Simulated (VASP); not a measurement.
Band structure of Tm (space group P6_3/mmc). Method: PBE GGA, VASP's PBE PAW potentials (set 64) (plane waves; VASP).

The run has a spin-polarised start.

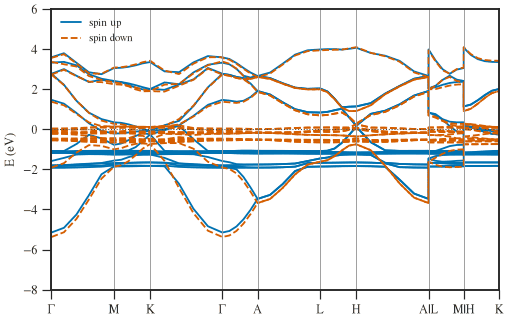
*Bands along high-symmetry lines, zero at the valence-band maximum or, without a gap, the Fermi level*

Question: Read the plot: is there a gap, and where are the band edges?

Answer: It has no gap at this level: it comes out as a metal or semimetal.

The structure comes from a computed database's Tm entry; how it stands against other phases isn't given here. The cell was not relaxed at this level.
